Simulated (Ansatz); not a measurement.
**FN₂Si (SMILES [N-]=N[Si]F) (charge −1): density, localisation and related maps**

```yaml
atoms:
  - { symbol: F, position_ang: [1.5584, -3.4640, 0.6586] }
  - { symbol: N, position_ang: [-1.4150, -3.3811, 2.7452] }
  - { symbol: N, position_ang: [-0.2685, -3.3855, 2.5397] }
  - { symbol: Si, position_ang: [1.4994, -3.3840, 2.4067] }
```

Geometry: B3LYP-D3(BJ)/def2-SVPD; the highest occupied orbital lies above zero, a sign that basis and functional describe the outermost electron poorly.

The calculation used isolated molecule in a Gaussian basis; Kohn-Sham density functional theory, functional PBE0 in Ansatz.

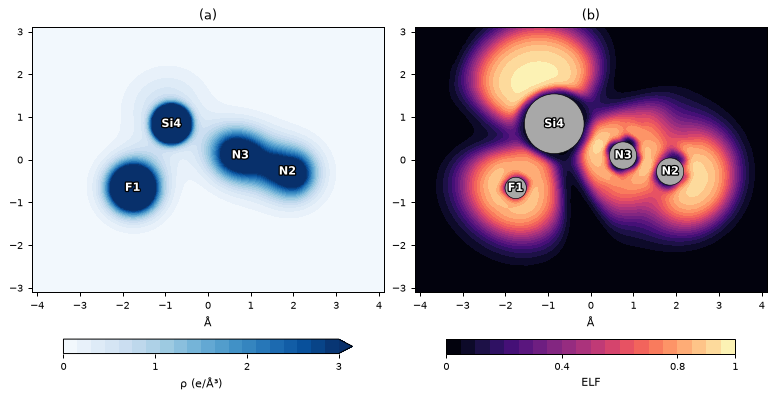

Figure 1. (a) total electron density; (b) electron localisation function on the molecular plane. Grey discs cover the atomic cores in the ELF map.

Q: Interpret the plot.

A:
- The plane passes through F, N and Si nuclei.
- N–N (1.16 Å): ρ is about 3.8 e/Å³ halfway; the ELF peaks at about 0.85 between the atoms; a short, multiple covalent bond.
- Si–F (1.75 Å): the density is about 0.82 e/Å³ at the midpoint; the ELF peaks at about 0.85 in the valence shell of F, 0.6 Å from its nucleus, and is about 0.55 at the midpoint.
- Si–N (1.77 Å): ρ is about 0.86 e/Å³ halfway; the ELF peaks at about 0.90 between the atoms (a polar covalent bond).
- The ELF also peaks beside F1, N2, N3 and Si4, away from the bonds: lone-pair regions.

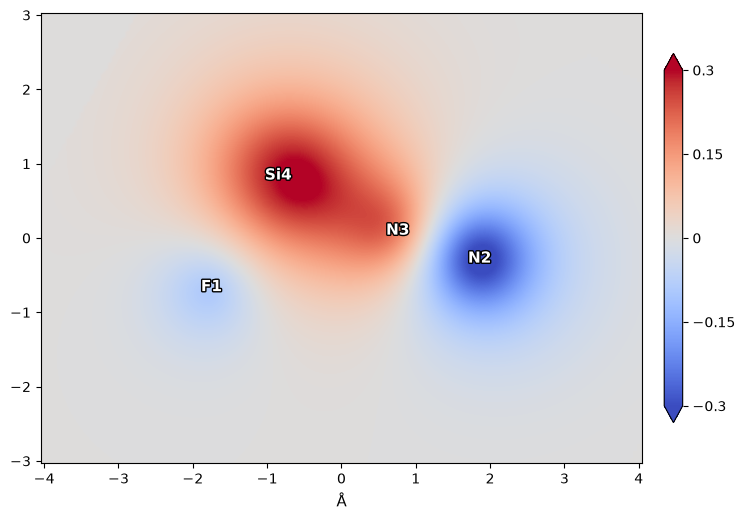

Figure 2. The HOMO on a plane 0.8 Å above the molecular plane (values in Å⁻³ᐟ²; the overall sign is arbitrary).

Q: What is the character of this orbital?

A: It lies mainly on Si4 (about 50 %), N2 (about 30 %) and N3 (about 15 %); it changes sign across the molecular plane (π type); π-bonding across N3–Si4; π-antibonding (a node) across N2–N3. Its energy is 0.79 eV.

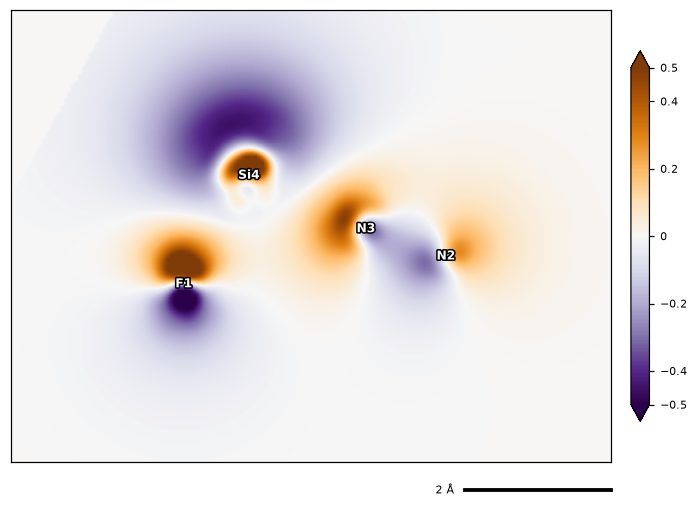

Figure 3. The HOMO−1 on the molecular plane (values in Å⁻³ᐟ²; the overall sign is arbitrary).

Q: Where does this orbital lie, and at what energy?

A: By Hirshfeld shares it lies mainly on Si4 (about 80 %), F1 (about 10 %) and N3 (about 5 %); it is symmetric in the molecular plane (an in-plane orbital: σ, lone-pair or in-plane π type). Its energy is −2.33 eV.
